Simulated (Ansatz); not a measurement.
CH8AlGaSi: several calculations on one system

**1. Relaxation**

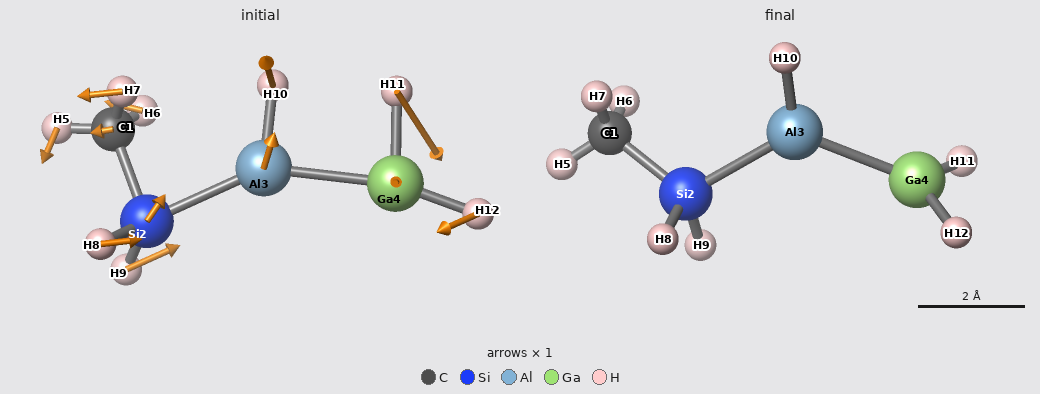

The structure of CH₈AlGaSi before (left) and after (right) a relaxation, at one scale. The orange arrows give the displacements, at their true length.

Style: ball-and-stick. Shown face on.

The run prepares an end point of a later path (torsion) calculation, from a guessed geometry.

The calculation used RKS PBE/def2-SVP (Ansatz 0.2.0). Set-up: no spin polarisation; force threshold 0.015 eV/Å; at most 40 steps.

**Summarise the run.**

Over 20 accepted moves (21 points after the start) the energy falls by 120.1 kJ/mol. The largest force component goes from 1.2 to 0.0088 eV/Å. The line search rejected the trial step at point 15 of the run. The atom that moves furthest after the best rigid fit is H11 (2.10 Å). By element the largest moves are H 2.10 Å, Al 0.81 Å, Si 0.64 Å, C 0.46 Å, Ga 0.24 Å. Among the contacts that change: Ga4–H11 1.744 → 1.596 Å, Ga4–H12 1.670 → 1.594 Å, Si2–Al3 2.439 → 2.478 Å, Al3–H10 1.581 → 1.616 Å. Bond angles that change, for instance: Al3–Ga4–H12 166.4° → 123.8°, Al3–Ga4–H11 83.9° → 122.5°, Ga4–Al3–H10 90.8° → 119.7°.

**2. Relaxation**

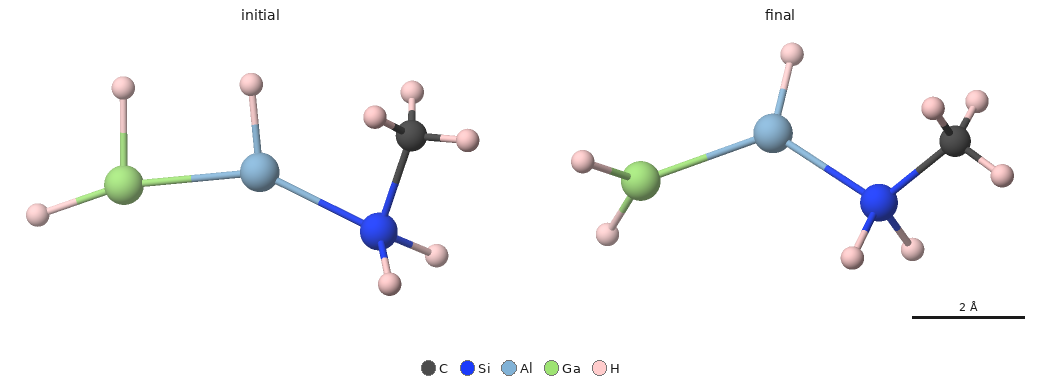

The structure of CH8AlGaSi before (left) and after (right) a relaxation, at one scale.

The picture is a ball-and-stick view, seen at a tilt.

The run prepares an end point of a later path (torsion) calculation, from a guessed geometry.

Theory: RKS PBE/def2-SVP (Ansatz 0.2.0).

Input
```yaml
crystal:
  periodic: [false, false, false]
  atoms:
    - { symbol: C, position_ang: [0.18061, 2.11689, -0.01154] }
    - { symbol: Si, position_ang: [-1.33622, 1.03886, 0.48404] }
    - { symbol: Al, position_ang: [-1.26284, 2.14461, 2.65714] }
    - { symbol: Ga, position_ang: [-1.98527, 2.21709, 5.06764] }
    - { symbol: H, position_ang: [-0.01533, 3.18264, 0.00258] }
    - { symbol: H, position_ang: [0.51141, 1.84824, -1.01624] }
    - { symbol: H, position_ang: [1.01309, 1.91898, 0.6646] }
    - { symbol: H, position_ang: [-2.34956, 1.25755, -0.58] }
    - { symbol: H, position_ang: [-0.91428, -0.36904, 0.25761] }
    - { symbol: H, position_ang: [-0.30814, 3.38403, 2.8841] }
    - { symbol: H, position_ang: [-0.8881, 3.56947, 5.1633] }
    - { symbol: H, position_ang: [-2.62025, 1.9103, 6.5812] }
basis:
  gaussian: { orbitals: def2-SVP }
hamiltonian:
  xc: pbe
relax:
  f_tol: 0.015
  max_steps: 40
```

Run as
```bash
ansatz run input.yaml --threads 2 --pin off --max-ram 3072MiB --backend cpu --events-out ev --progress --plain --runs-dir out
```

Q: Summarise the run.

A: The energy falls by 28.8 kcal/mol in 20 accepted moves (21 points after the start). The largest force component goes from 1.2 to 0.0076 eV/Å. The line search rejected the trial step at point 15 of the run. The atom that moves furthest after the best rigid fit is H11 (2.10 Å). Largest moves by element: H 2.10 Å, Al 0.81 Å, Si 0.63 Å, C 0.47 Å, Ga 0.24 Å. Near-neighbour distances that change, for instance: Ga4–H11 1.744 → 1.596 Å, Ga4–H12 1.670 → 1.594 Å, Si2–Al3 2.439 → 2.479 Å, Al3–H10 1.581 → 1.615 Å. Among the angles between lasting bonds that change: Al3–Ga4–H12 166.4° → 123.8°, Al3–Ga4–H11 83.9° → 122.5°, Ga4–Al3–H10 90.8° → 119.6°. The run took 3.6 min on 2 threads of Intel(R) Xeon(R) Processor @ 2.50GHz (Skylake/Cascade Lake) (shared host), peak memory 0.18 GiB.

**3. Path**

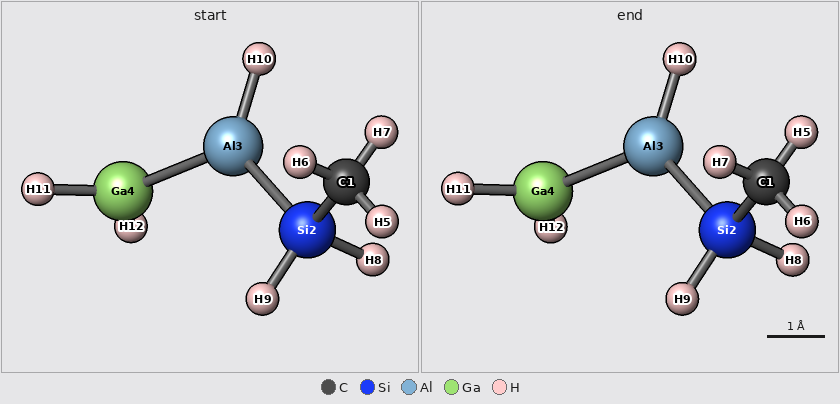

The two relaxed end points of a path for CH₈AlGaSi. A ball-and-stick model, seen from a free direction.

All numbers below come from Ansatz, RKS PBE/def2-SVP.

The input:
```yaml
crystal:
  periodic: [false, false, false]
  atoms:
    - { symbol: C, position_ang: [-0.032463, 2.543336, -0.082553] }
    - { symbol: Si, position_ang: [-0.803515, 0.822085, 0.19229] }
    - { symbol: Al, position_ang: [0.832254, -1.028858, 0.393809] }
    - { symbol: Ga, position_ang: [0.376468, -3.373452, -0.396414] }
    - { symbol: H, position_ang: [-0.817072, 3.326928, -0.09609] }
    - { symbol: H, position_ang: [0.510613, 2.582244, -1.048074] }
    - { symbol: H, position_ang: [0.68678, 2.783391, 0.725927] }
    - { symbol: H, position_ang: [-1.595175, 0.836339, 1.485839] }
    - { symbol: H, position_ang: [-1.816058, 0.546478, -0.896935] }
    - { symbol: H, position_ang: [2.246307, -0.681423, 1.093513] }
    - { symbol: H, position_ang: [0.745666, -3.869862, -1.867544] }
    - { symbol: H, position_ang: [-0.333804, -4.487195, 0.496232] }
basis:
  gaussian: { orbitals: def2-SVP }
hamiltonian:
  xc: pbe
neb:
  order_check: false
  images: 7
  f_tol: 0.03
  max_iterations: 29
  initial_path: idpp
  final_atoms:
    - { symbol: C, position_ang: [-0.01640114, 2.54270286, -0.09526036] }
    - { symbol: Si, position_ang: [-0.82032855, 0.82451403, 0.08975062] }
    - { symbol: Al, position_ang: [0.77377723, -1.02910559, 0.49832525] }
    - { symbol: Ga, position_ang: [0.41699176, -3.37522458, -0.33704786] }
    - { symbol: H, position_ang: [0.59945206, 2.78432593, 0.79406029] }
    - { symbol: H, position_ang: [-0.79143863, 3.32793996, -0.2073765] }
    - { symbol: H, position_ang: [0.64052419, 2.57654309, -0.98748441] }
    - { symbol: H, position_ang: [-1.76465353, 0.8463426, 1.27634287] }
    - { symbol: H, position_ang: [-1.69211038, 0.54639419, -1.11448784] }
    - { symbol: H, position_ang: [2.08910782, -0.6825216, 1.36971597] }
    - { symbol: H, position_ang: [0.96782069, -3.87695126, -1.74845376] }
    - { symbol: H, position_ang: [-0.40274051, -4.48494863, 0.46191575] }
```

Launched with:
```bash
ansatz run input.yaml --threads 2 --pin off --max-ram 3072MiB --backend cpu --events-out ev --progress --plain --runs-dir out
```

**Predict the minimum-energy path and its barrier.**

The barrier is about 0.064 eV in both directions, with image 4 at the top; the ends have the same energy. The motion is a rotation about the C1–Si2 bond by about 120°. No bond forms or breaks between the ends. The band converged in 3 iterations, with a climbing image at the top.

Energies of the converged images:

| image | path (Å) | E (eV) |
| --- | --- | --- |
| 0 | 0.00 | 0.000 |
| 1 | 0.44 | 0.009 |
| 2 | 0.88 | 0.031 |
| 3 | 1.33 | 0.055 |
| 4 | 1.77 | 0.064 |
| 5 | 2.22 | 0.054 |
| 6 | 2.66 | 0.030 |
| 7 | 3.11 | 0.008 |
| 8 | 3.56 | 0.000 |

The geometry at the top of the path:

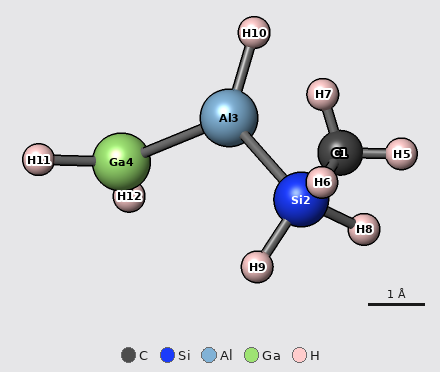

The run took 3.3 min on 2 threads of Intel(R) Xeon(R) Processor @ 2.50GHz (Skylake/Cascade Lake), on a shared host, peak memory 0.18 GiB.
